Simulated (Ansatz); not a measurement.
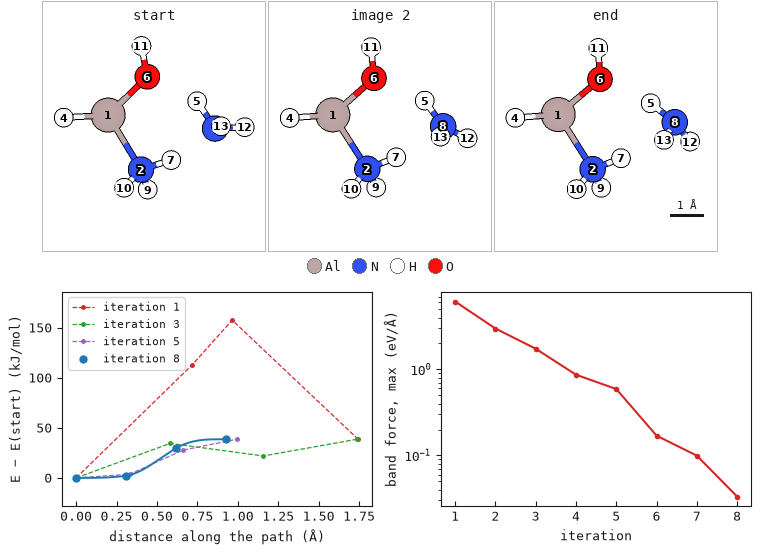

A nudged-elastic-band calculation for AlN2H9O. Images are numbered from 0 (start) to 3 (end). The plot follows the band through its iterations. The picture is a ball-and-stick view, seen at a tilt.

Method: RKS PBE0-D4/def2-SVP (Ansatz). Run with 2 movable images; no climbing image; force threshold 0.05 eV/Å; iteration limit 60; starting path through a guess of the saddle point.

Did the band converge, and can the barrier be trusted?

Answer. The run is converged, with reservations. The band converged in 8 iterations. The largest component of the band force went from 6.1 to 0.033 eV/Å. So few images resolve the path coarsely. The first iteration put the highest image at 157.5 kJ/mol. No barrier shows: the energy is highest at the end, and the end lies 38.6 kJ/mol above the start.
